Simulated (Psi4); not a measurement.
**CH5BS (SMILES CBS) at MP2/6-311+G(d,p)**

Aim: the energy change on altering one bond length of CH5BS at MP2/6-311+G**, from 2 runs. 

Program for the calculation: Psi4 1.11.

1 further run of the same task is left out (set aside as unsound or not needed).

### Step 1. The system as given

CH5BS: 8 atoms, total charge 0, spin state singlet. SMILES: `CBS`. The coordinates come from a PBE0-D4/def2-TZVP relaxation. This is one conformer, not always the lowest.

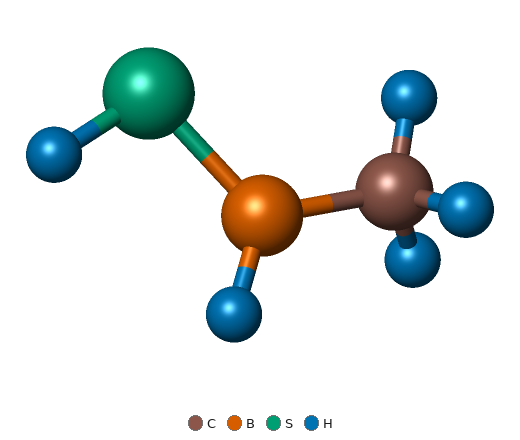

The structure, seen from a chosen angle (carbon brown, boron orange, sulfur teal, hydrogen blue).

### Step 2. The energy at MP2/6-311+G(d,p)

The input, input.in:

```
memory 1.6 GB

molecule m {
  0 1
  C
  B 1 1.557888
  S 2 1.782134 1 119.71704
  H 1 1.0962 2 109.55 3 -122.51359
  H 1 1.096189 4 105.26396 2 117.67557
  H 1 1.091581 5 108.43064 4 -115.86748
  H 2 1.195225 1 121.8089 6 -179.99353
  H 3 1.342976 2 98.89027 7 0.00275
  symmetry c1
}

set {
  basis           6-311+G**
  reference       rhf
  puream          true
  e_convergence   1e-09
  d_convergence   1e-08
  scf_type        pk
  num_frozen_docc 7
  mp2_type        conv
}

e, wfn = energy("mp2", return_wfn=True)
print_variables()
```

Launch:

```
$ psi4 input.in input.out -n 1
```

input.out:

```text
[...]
  Running in c1 symmetry.
[...]
  Nuclear repulsion =   88.433893237323190
[...]
  Multiplicity = 1
[...]
  Nalpha       = 16
  Nbeta        = 16
[...]
    Number of basis functions: 104
[...]
   @RHF iter   1:  -462.92553754260757   -5.68526e-01   4.47602e-03 ADIIS/DIIS
[...]
   @RHF iter  11:  -463.04855636523257   -1.32445e-11   7.11032e-09 DIIS
[...]
    Orbital Energies [Eh]
    ---------------------
    Doubly Occupied:
       1A    -91.955150     2A    -11.204205     3A     -8.960137
       4A     -7.623413     5A     -6.642434     6A     -6.641243
       7A     -6.640326     8A     -0.997755     9A     -0.944186
      10A     -0.655917    11A     -0.600072    12A     -0.553422
      13A     -0.529065    14A     -0.482078    15A     -0.440020
      16A     -0.394521
[...]
  @RHF Final Energy:  -463.04855636523257
   => Energetics <=
    Nuclear Repulsion Energy =             88.4338932373231899
    One-Electron Energy =                -812.4370134306250293
    Two-Electron Energy =                 260.9545638280692401
    Total Energy =                       -463.0485563652325709
[...]
 Multipole Moments:
 ------------------------------------------------------------------------------------
     Multipole            Electronic (a.u.)      Nuclear  (a.u.)        Total (a.u.)
 ------------------------------------------------------------------------------------
 L = 1.  Multiply by 2.5417464519 to convert [e a0] to [Debye]
 Dipole X            :          0.0003232           -0.0003819           -0.0000587
 Dipole Y            :         -2.7416048            3.1187136            0.3771088
 Dipole Z            :          3.3455239           -3.2876465            0.0578774
 Magnitude           :                                                    0.3815244
[...]
	SCS-MP2 Total Energy (a.u.)        :  -463.43500763869298
	SOS-MP2 Total Energy (a.u.)        :  -463.40677314093165
	SCSN-MP2 Total Energy (a.u.)       :  -463.19763451341259
[...]
	SOS-PI-MP2 Total Energy (a.u.)     :  -463.46647593688152
[...]
	MP2 Total Energy (a.u.)            :  -463.43177383826594
[...]
```

Wall time 5.1 s (1 thread of Intel Xeon 6975P-C (Granite Rapids), shared host); peak memory 0.66 GiB.

### Step 3. The distorted shape at the same level

The input, run.py:

```python
import psi4

psi4.set_memory('1600 MB')
psi4.set_num_threads(1)
psi4.set_output_file('psi4.out', False)

molecule = psi4.geometry("""
C     -0.75270059     1.72998380    -0.08538350
B      1.09034930    -0.55601790     0.12532097
S      1.57317432    -2.04172058     3.10882057
H     -2.67188377     1.17673246    -1.89180482
H      0.26000364     3.36743148    -0.84977771
H     -1.66090297     2.29066554     1.67980968
H      2.20472079    -1.35612794    -1.66897399
H      3.23178694    -3.82505512     2.39507102
units au
symmetry c1
""")

options = {'basis': '6-311+G**', 'puream': True, 'e_convergence': 1e-09, 'd_convergence': 1e-08, 'scf_type': 'pk', 'num_frozen_docc': 7, 'mp2_type': 'conv'}
psi4.set_options(options)

energy_value, wavefunction = psi4.energy('mp2', return_wfn=True)
print('E =', round(energy_value, 9))
for k, v in sorted(psi4.core.scalar_variables().items()):
    print(f'{k:45s} {v:18.10f}')
```

Launch:

```
$ python run.py
```

psi4.out:

```text
[...]
  Running in c1 symmetry.
[...]
  Nuclear repulsion =   87.388979477241648
[...]
  Multiplicity = 1
[...]
  Nalpha       = 16
  Nbeta        = 16
[...]
    Number of basis functions: 104
[...]
   @RHF iter   1:  -462.87748245216574   -6.73687e-01   4.41498e-03 ADIIS/DIIS
[...]
   @RHF iter  11:  -463.00780516920867   -2.47269e-11   9.08983e-09 DIIS
[...]
    Orbital Energies [Eh]
    ---------------------
    Doubly Occupied:
       1A    -91.957418     2A    -11.239767     3A     -8.962394
       4A     -7.626656     5A     -6.644693     6A     -6.643519
       7A     -6.642587     8A     -0.997521     9A     -0.928227
      10A     -0.656487    11A     -0.600754    12A     -0.539392
      13A     -0.508568    14A     -0.468607    15A     -0.440253
      16A     -0.394656
[...]
  @RHF Final Energy:  -463.00780516920867
   => Energetics <=
    Nuclear Repulsion Energy =             87.3889794772416479
    One-Electron Energy =                -810.2905730385716652
    Two-Electron Energy =                 259.8937883921213938
    Total Energy =                       -463.0078051692086660
[...]
 Multipole Moments:
 ------------------------------------------------------------------------------------
     Multipole            Electronic (a.u.)      Nuclear  (a.u.)        Total (a.u.)
 ------------------------------------------------------------------------------------
 L = 1.  Multiply by 2.5417464519 to convert [e a0] to [Debye]
 Dipole X            :          1.8658643           -1.6632518            0.2026126
 Dipole Y            :         -2.6999423            2.6959499           -0.0039923
 Dipole Z            :          3.2099090           -3.4819857           -0.2720767
 Magnitude           :                                                    0.3392543
[...]
	SCS-MP2 Total Energy (a.u.)        :  -463.39810317332257
	SOS-MP2 Total Energy (a.u.)        :  -463.36993843494832
	SCSN-MP2 Total Energy (a.u.)       :  -463.15651498782478
[...]
	SOS-PI-MP2 Total Energy (a.u.)     :  -463.43029397923829
[...]
	MP2 Total Energy (a.u.)            :  -463.39407710578121
[...]
```

The script printed:

```text
E = -463.394077106
CURRENT CORRELATION ENERGY                         -0.3862719366
CURRENT ENERGY                                   -463.3940771058
CURRENT REFERENCE ENERGY                         -463.0078051692
DD SOLVATION ENERGY                                 0.0000000000
HF KINETIC ENERGY                                 462.7279202606
HF POTENTIAL ENERGY                              -925.7357254298
HF TOTAL ENERGY                                  -463.0078051692
HF VIRIAL RATIO                                     2.0006048585
MP2 CORRELATION ENERGY                             -0.3862719366
MP2 DOUBLES ENERGY                                 -0.3862719366
MP2 OPPOSITE-SPIN CORRELATION ENERGY               -0.3017777214
MP2 SAME-SPIN CORRELATION ENERGY                   -0.0844942151
MP2 SINGLES ENERGY                                  0.0000000000
MP2 TOTAL ENERGY                                 -463.3940771058
NUCLEAR REPULSION ENERGY                           87.3889794772
ONE-ELECTRON ENERGY                              -810.2905730386
PCM POLARIZATION ENERGY                             0.0000000000
PE ENERGY                                           0.0000000000
SCF ITERATION ENERGY                             -463.0078051692
SCF ITERATIONS                                     11.0000000000
SCF TOTAL ENERGY                                 -463.0078051692
SCS(N)-MP2 CORRELATION ENERGY                      -0.1487098186
SCS(N)-MP2 TOTAL ENERGY                          -463.1565149878
SCS-MP2 CORRELATION ENERGY                         -0.3902980041
SCS-MP2 TOTAL ENERGY                             -463.3981031733
SCS-MP2-VDW CORRELATION ENERGY                     -0.4285225910
SCS-MP2-VDW TOTAL ENERGY                         -463.4363277602
SOS-MP2 CORRELATION ENERGY                         -0.3621332657
SOS-MP2 TOTAL ENERGY                             -463.3699384349
SOS-PI-MP2 CORRELATION ENERGY                      -0.4224888100
SOS-PI-MP2 TOTAL ENERGY                          -463.4302939792
TWO-ELECTRON ENERGY                               259.8937883921
```

Run time: 5.1 s. Hardware: 1 thread of Intel Xeon 6975P-C (Granite Rapids), shared host; peak memory 0.66 GiB.

### Step 4. Results

Level: MP2/6-311+G**, 7 core orbitals frozen.

| quantity | value |
| --- | --- |
| first shape: total energy | -463.43177 Eh |
| first shape: HOMO energy (Hartree–Fock orbitals) | -10.74 eV |
| first shape: LUMO energy (Hartree–Fock orbitals) | 1.35 eV |
| first shape: HOMO–LUMO gap (Hartree–Fock orbitals) | 12.09 eV |
| first shape: correlation energy (7 core orbitals frozen) | -383.2 mEh |
| distorted shape: total energy | -463.39408 Eh |
| distorted shape: HOMO energy (Hartree–Fock orbitals) | -10.74 eV |
| distorted shape: LUMO energy (Hartree–Fock orbitals) | 1.30 eV |
| distorted shape: HOMO–LUMO gap (Hartree–Fock orbitals) | 12.04 eV |
| distorted shape: correlation energy (7 core orbitals frozen) | -386.3 mEh |
| energy change with the C1–H4 bond stretched from 1.096 to 1.425 Å | 1.026 eV |

What this shows: With the C1–H4 bond stretched from 1.096 to 1.425 Å the energy rises by 1.03 eV (24 kcal/mol). The first shape isn't relaxed at this level, so the change isn't measured from a minimum.
